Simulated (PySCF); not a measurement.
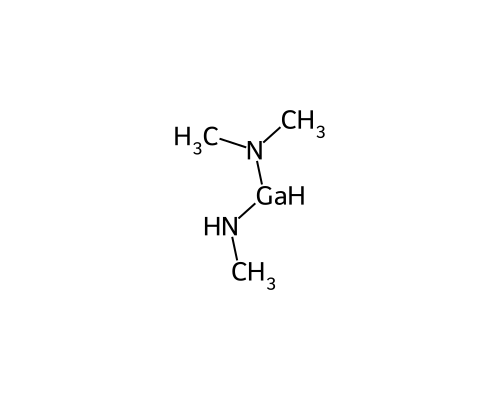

A structural formula.

> Transcribe the drawing into SMILES.

C[NH][GaH][N](C)C

> Give the formula, hydrogens included.

C3H11GaN2.

More results for the same structure follow; atom numbers are the same in all pictures, views and colours differ. The geometry was computed by an optimisation with GFN2-xTB. No frequency run is at hand to confirm it as a minimum.

## Dipole moment

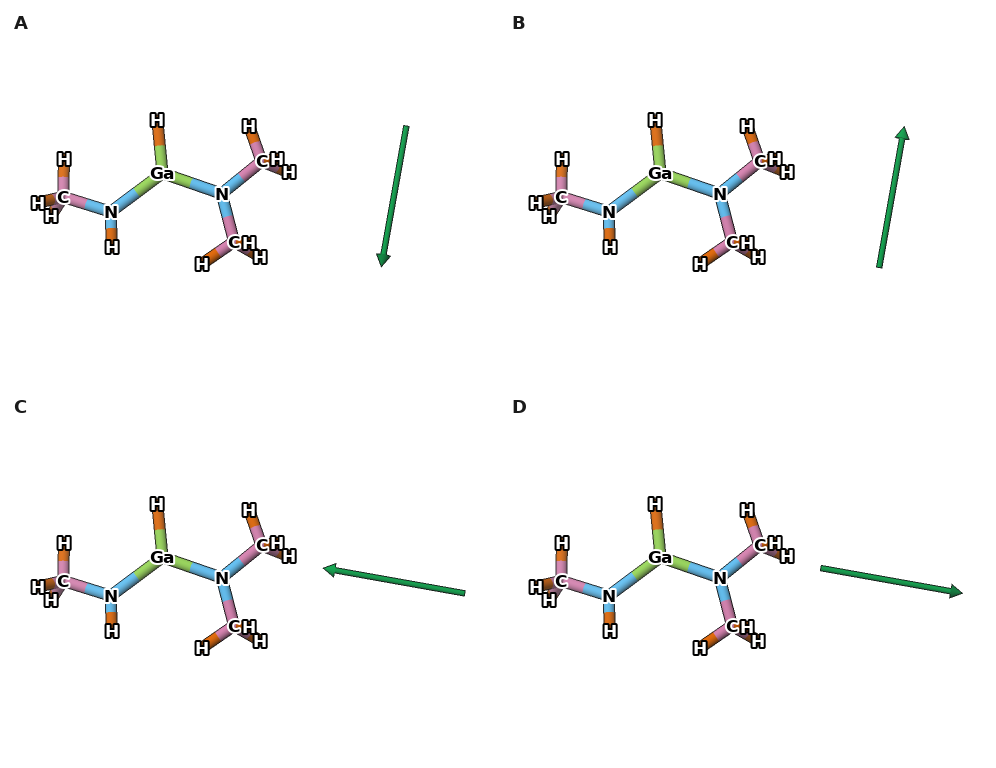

The same molecule four times, each with an arrow. No frequency run is at hand to confirm it as a minimum. Method: ωB97X-D/def2-SVPD, gas phase (PySCF 2.14.0).

> Which arrow points along the dipole moment, from the negative to the positive end?

A. The dipole moment is 0.82 D.

## Polarisability

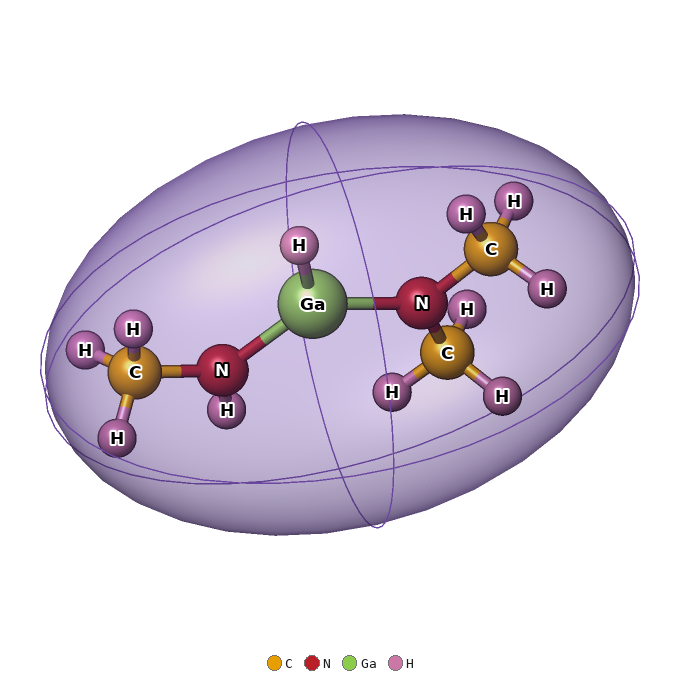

The ellipsoid shows the static dipole polarisability: its half-axes are proportional to the principal values. No frequency run is at hand to confirm it as a minimum. Level of theory: ωB97X-D/def2-SVPD (PySCF 2.14.0).

> Give the principal values, the mean and the anisotropy.

Principal values 66.4, 81.6, 107.5 bohr³; mean 85.1 bohr³ (12.62 Å³); anisotropy 36.0 bohr³, so the longest axis is 1.62 times the shortest.

## Excitation

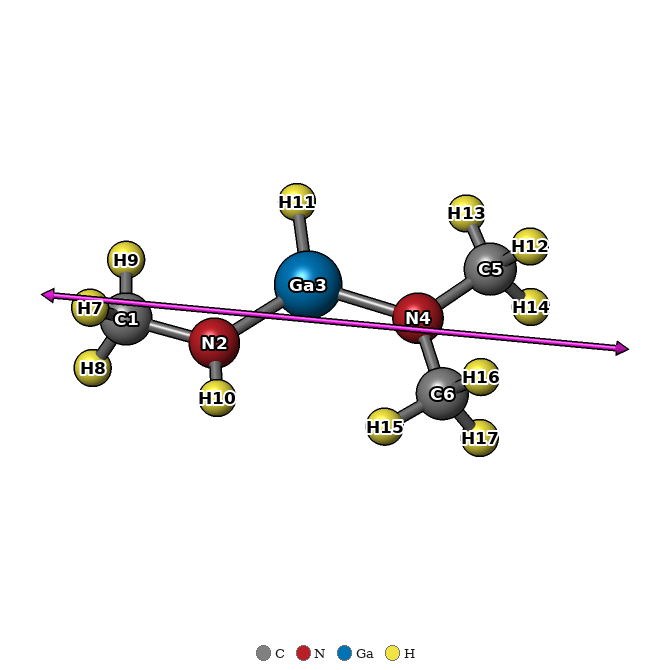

The double arrow shows the direction of the transition dipole to excited singlet state 2 (its length means nothing). No frequency run is at hand to confirm it as a minimum. Method: TDDFT ωB97X-D/def2-SVPD, vertical, gas phase, core orbitals frozen in the response (PySCF 2.14.0).

> How is the transition polarised?

Close to the long direction C1···C5.

> Where does the transition lie, and how strong is it?

5.38 eV (230 nm), oscillator strength 0.18, mainly HOMO → LUMO+1 (weight 0.87); transition dipole 2.96 D.

The geometry is semi-empirical. Around Ga such bond lengths and angles can be off by a tenth of an ångström or more and by several degrees, and values that hang on the shape move with them.
